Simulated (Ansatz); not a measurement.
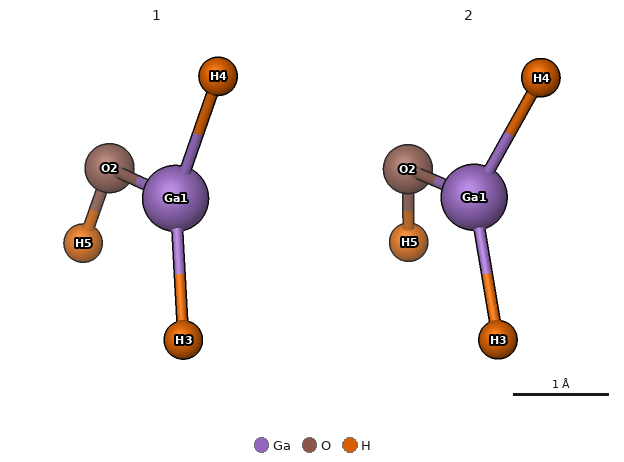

Two geometries of GaH₃O, drawn at one scale. One is the start of a relaxation, the other its converged end. A ball-and-stick model, seen from a free direction.

All numbers below come from Ansatz 0.2.0, RKS PBE0-D4/def2-TZVP. (force threshold 0.005 eV/Å; at most 200 steps)

Question: Which of the two is the end point?

Answer: Structure 1 is the relaxed one. It is one of the separated reactants of a reaction. After 5 geometry steps the energy has fallen by 3.76 kcal/mol. The largest force component goes from 1.5 to 0.0012 eV/Å. Ga1 moves most after the best rigid fit: 0.17 Å. Largest moves by element: Ga 0.17 Å, H 0.16 Å, O 0.15 Å. Among the contacts that change: Ga1–O2 1.845 → 1.788 Å, Ga1–H4 1.567 → 1.556 Å. Groups turn about Ga1–O2 by about 20°.
